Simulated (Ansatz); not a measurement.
**doublet SiF5: levels of theory compared**

Wanted: a comparison of 4 runs (UHF/6-31G*, U-r2SCAN/6-31G*, UB3LYP/6-31G*, UMP2/6-31G*) of doublet SiF5. 

The results are computed with Ansatz 0.2.0.

15 further runs of the same task are left out: 13 that didn't finish, 2 set aside as unsound or not needed. Runs told in other sessions of the task aren't counted.

**1. Starting point**

SiF5: 6 atoms, total charge 0, spin state doublet. As SMILES of the parent species, `F[Si-](F)(F)(F)F`. The coordinates come from a PBE0-D4/def2-TZVPD relaxation. That shape belongs to the parent species and isn't relaxed for this state.

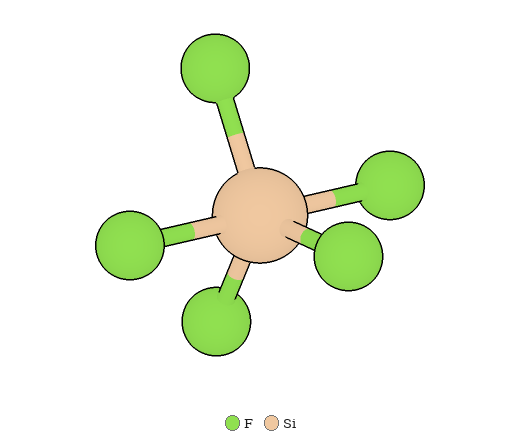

Viewed from a chosen angle; fluorine green, silicon light orange.

**2. The energy at UHF/6-31G(d) (spherical functions) (run 1)**

The input, molecule.yaml:

```yaml
basis:
  gaussian: {orbitals: 6-31G_st_-spherical.json}
crystal:
  periodic: [false, false, false]
  atoms:
    - {symbol: F, position_ang: [-0.716900, -1.106000, 1.023500]}
    - {symbol: Si, position_ang: [-0.000000, -0.000000, -0.000000]}
    - {symbol: F, position_ang: [-1.466700, 0.583500, -0.396400]}
    - {symbol: F, position_ang: [0.651500, -1.218400, -0.860200]}
    - {symbol: F, position_ang: [0.716500, 1.105800, -1.024000]}
    - {symbol: F, position_ang: [0.815500, 0.635100, 1.257000]}
total_charge: 0
magnetization: {spin_polarized: true, initial_magnetization: 1}
hamiltonian: {xc: hf}
accuracy: high
output: {orbitals: {seedname: orbitals}}
```

The basis set 6-31G* is read from a file made from the Basis Set Exchange's data (not shown).

Started as:

```
$ ansatz run molecule.yaml --threads 1 --pin off --max-ram 3480MiB --events-out events.jsonl --progress --plain --runs-dir runs
```

Output:

```text
Warning: RAYON_NUM_THREADS=1 ignored (pool sized by the plan → 1); use --threads N
Functional definition: HF
  name "HF"
  exchange = exact_x
  correlation = 0
1915 factors; integrals over basis functions are off by at most 3.6e-9 eV
mean field evaluation 1: about -21388.9685 eV, gradient 2.7e1 eV
mean field evaluation 2: about -21388.9981 eV, gradient 2.7e1 eV
mean field evaluation 4: about -21391.6599 eV, gradient 2.8e0 eV
mean field evaluation 8: about -21391.8796 eV, gradient 7.5e-1 eV
mean field evaluation 16: about -21393.2902 eV, gradient 4.2e-2 eV
mean field evaluation 32: about -21393.2903 eV, gradient 4.3e-5 eV
mean field evaluation 64: about -21393.2898 eV, gradient 2.6e-2 eV
mean field evaluation 96: about -21393.2903 eV, gradient 1.3e-4 eV
mean field evaluation 128: about -21391.7773 eV, gradient 3.9e-1 eV
mean field evaluation 160: about -21393.2902 eV, gradient 8.2e-3 eV
mean field evaluation 192: about -21390.0039 eV, gradient 2.0e1 eV
mean field evaluation 224: about -21390.7238 eV, gradient 1.5e1 eV
mean field evaluation 256: about -21391.8523 eV, gradient 3.3e-2 eV
mean field -21393.29034496 eV, -786.1889192844 hartree, gradient 6.8e-8 eV, S^2 0.754383; 2 other end points of the search recorded, 0 dependent functions left out
reference -21393.29034496 eV, -786.1889192844 hartree; 30, 29 occupied and 58, 59 virtual orbitals, 1915 factors
Total energy: -21393.29034496 eV, -786.1889192844 hartree
```

It took 31 s on 1 thread of Arm Neoverse V2, shared host; peak memory 0.46 GiB.

**3. A single-point energy at U-r2SCAN/6-31G(d) (spherical functions) (run 2)**

The input, run.yaml:

```yaml
basis:
  gaussian:
    orbitals: 6-31G_st_-spherical.json
crystal:
  periodic: [false, false, false]
  atoms:
    - {symbol: F, position_ang: [-0.716900, -1.106000, 1.023500]}
    - {symbol: Si, position_ang: [-0.000000, -0.000000, -0.000000]}
    - {symbol: F, position_ang: [-1.466700, 0.583500, -0.396400]}
    - {symbol: F, position_ang: [0.651500, -1.218400, -0.860200]}
    - {symbol: F, position_ang: [0.716500, 1.105800, -1.024000]}
    - {symbol: F, position_ang: [0.815500, 0.635100, 1.257000]}
output: {orbitals: {seedname: orbitals}}
accuracy: high
hamiltonian:
  xc: {name: r2SCAN}
magnetization:
  spin_polarized: true
  initial_magnetization: 1
```

The basis set 6-31G* is read from a file made from the Basis Set Exchange's data (not shown).

Started as:

```
$ ansatz run run.yaml --threads 1 --pin off --max-ram 3480MiB --events-out events.jsonl --progress --plain --runs-dir runs
```

Output:

```text
Warning: RAYON_NUM_THREADS=1 ignored (pool sized by the plan → 1); use --threads N
Functional definition: r2SCAN
  name "r2SCAN"
  parameter k0 = 0.174
  parameter k1 = 0.065
  parameter a1 = 4.9479
  exchange = r2scan_x(k0 = k0, k1 = k1, a1 = a1)
  correlation = r2scan_c
1915 factors; integrals over basis functions are off by at most 3.6e-9 eV
mean field evaluation 1: about -21455.1674 eV, gradient 3.3e1 eV
mean field evaluation 2: about -21447.9118 eV, gradient 5.7e1 eV
mean field evaluation 4: about -21457.5071 eV, gradient 1.3e1 eV
mean field evaluation 8: about -21457.8049 eV, gradient 9.6e0 eV
mean field evaluation 16: about -21458.2472 eV, gradient 1.8e-2 eV
mean field evaluation 32: about -21458.2253 eV, gradient 1.3e0 eV
mean field evaluation 64: about -21458.1746 eV, gradient 5.5e-1 eV
mean field -21458.24723421 eV, -788.5760409350 hartree, gradient 2.6e-8 eV, S^2 0.752254; 8 other end points of the search recorded, 0 dependent functions left out
reference -21458.24723692 eV, -788.5760410345 hartree; 30, 29 occupied and 58, 59 virtual orbitals, 1915 factors
Total energy: -21458.24723692 eV, -788.5760410345 hartree
```

Run time: 1.8 min. Hardware: 1 thread of Arm Neoverse V2, shared host; peak memory 0.46 GiB.

**4. A single-point energy at UB3LYP/6-31G(d) (spherical functions) (run 3)**

The input, molecule.yaml:

```yaml
crystal:
  periodic: [false, false, false]
  atoms:
    - {symbol: F, position_ang: [-0.716900, -1.106000, 1.023500]}
    - {symbol: Si, position_ang: [-0.000000, -0.000000, -0.000000]}
    - {symbol: F, position_ang: [-1.466700, 0.583500, -0.396400]}
    - {symbol: F, position_ang: [0.651500, -1.218400, -0.860200]}
    - {symbol: F, position_ang: [0.716500, 1.105800, -1.024000]}
    - {symbol: F, position_ang: [0.815500, 0.635100, 1.257000]}
basis:
  gaussian:
    orbitals: 6-31G_st_-spherical.json
magnetization:
  spin_polarized: true
  initial_magnetization: 1
hamiltonian:
  xc: {name: B3LYP}
accuracy: high
output:
  orbitals: {seedname: orbitals}
```

The basis set 6-31G* is read from a file made from the Basis Set Exchange's data (not shown).

Started as:

```
$ ansatz run molecule.yaml --threads 1 --pin off --max-ram 3480MiB --events-out events.jsonl --progress --plain --runs-dir runs
```

Output:

```text
Warning: RAYON_NUM_THREADS=1 ignored (pool sized by the plan → 1); use --threads N
Functional definition: B3LYP
  name "B3LYP"
  parameter a0 = 0.2
  parameter ax = 0.72
  parameter ac = 0.81
  exchange = (1 - a0 - ax)*slater_x + ax*b88_x + a0*exact_x
  correlation = (1 - ac)*vwn_rpa_c + ac*lyp_c
1915 factors; integrals over basis functions are off by at most 3.6e-9 eV
mean field evaluation 1: about -21460.5640 eV, gradient 3.4e1 eV
mean field evaluation 2: about -21450.3124 eV, gradient 6.3e1 eV
mean field evaluation 4: about -21463.8390 eV, gradient 6.1e0 eV
mean field evaluation 8: about -21464.1480 eV, gradient 9.0e-1 eV
mean field evaluation 16: about -21464.1652 eV, gradient 1.3e-1 eV
mean field evaluation 32: about -21464.1658 eV, gradient 1.8e-5 eV
mean field evaluation 64: about -21464.0424 eV, gradient 5.4e0 eV
mean field -21464.16582233 eV, -788.7935450364 hartree, gradient 9.2e-8 eV, S^2 0.753469; 7 other end points of the search recorded, 0 dependent functions left out
reference -21464.16585783 eV, -788.7935463412 hartree; 30, 29 occupied and 58, 59 virtual orbitals, 1915 factors
Total energy: -21464.16585783 eV, -788.7935463412 hartree
```

It took 64 s on 1 thread of Arm Neoverse V2, shared host; peak memory 0.47 GiB.

**5. The energy at UMP2/6-31G(d) (spherical functions) (run 4)**

The input, input.yaml:

```yaml
crystal:
  periodic: [false, false, false]
  atoms:
    - {symbol: F, position_ang: [-0.716900, -1.106000, 1.023500]}
    - {symbol: Si, position_ang: [-0.000000, -0.000000, -0.000000]}
    - {symbol: F, position_ang: [-1.466700, 0.583500, -0.396400]}
    - {symbol: F, position_ang: [0.651500, -1.218400, -0.860200]}
    - {symbol: F, position_ang: [0.716500, 1.105800, -1.024000]}
    - {symbol: F, position_ang: [0.815500, 0.635100, 1.257000]}
basis:
  gaussian:
    orbitals: 6-31G_st_-spherical.json
accuracy: high
correlation:
  method: mp2
  frozen_orbitals: {F: 1, Si: 5}
magnetization:
  spin_polarized: true
  initial_magnetization: 1
```

The basis set 6-31G* is read from a file made from the Basis Set Exchange's data (not shown).

Started as:

```
$ ansatz run input.yaml --threads 1 --pin off --max-ram 3480MiB --events-out events.jsonl --progress --plain --runs-dir runs
```

Output (excerpt; [...] marks lines left out):

```text
Warning: RAYON_NUM_THREADS=1 ignored (pool sized by the plan → 1); use --threads N
Functional definition: HF
  name "HF"
[...]
1915 factors; integrals over basis functions are off by at most 3.6e-9 eV
[...]
mean field -21393.29034496 eV, -786.1889192844 hartree, gradient 6.8e-8 eV, S^2 0.754383; 11 other end points of the search recorded, 0 dependent functions left out
10 core orbitals not correlated: weight in the atoms' cores, before any rotation towards them, 1.000 or more for the frozen orbitals, at most 0.000 for the correlated occupied ones
reference -21393.29034496 eV, -786.1889192844 hartree; 20, 19 occupied and 58, 59 virtual orbitals, 1915 factors
second order -24.52827229 eV of doubles, -0.00000000 eV of singles
Total energy: -21417.81861725 eV, -787.0903166651 hartree
```

Run time: 63 s. Hardware: 1 thread of Arm Neoverse V2, shared host; peak memory 0.46 GiB.

**6. Overview of the runs**

```tsv
run	level	frozen core orbitals	energy (Eh)	HOMO energy (eV)	LUMO energy (eV)	⟨S²⟩	wall time
1	UHF/6-31G* (spherical functions)	–	-786.188919	-15.49	-4.55	0.754	31 s
2	U-r2SCAN/6-31G* (spherical functions)	–	-788.576041	-9.96	-9.87	0.752	1.8 min
3	UB3LYP/6-31G* (spherical functions)	–	-788.793546	-11.06	-9.56	0.753	64 s
4	UMP2/6-31G* (spherical functions)	10	-787.090317	–	–	0.754	63 s
```

**7. Summary of results**

| quantity | value |
| --- | --- |
| run 4: total energy | -787.09032 Eh |
| run 4: correlation energy (10 core orbitals frozen) | -901.4 mEh |
| run 4: ⟨S²⟩ of the reference determinant | 0.754 |

**Reading.** Totals of different functionals can't be ranked against each other. All runs together took 4.4 min, the longest 1.8 min.
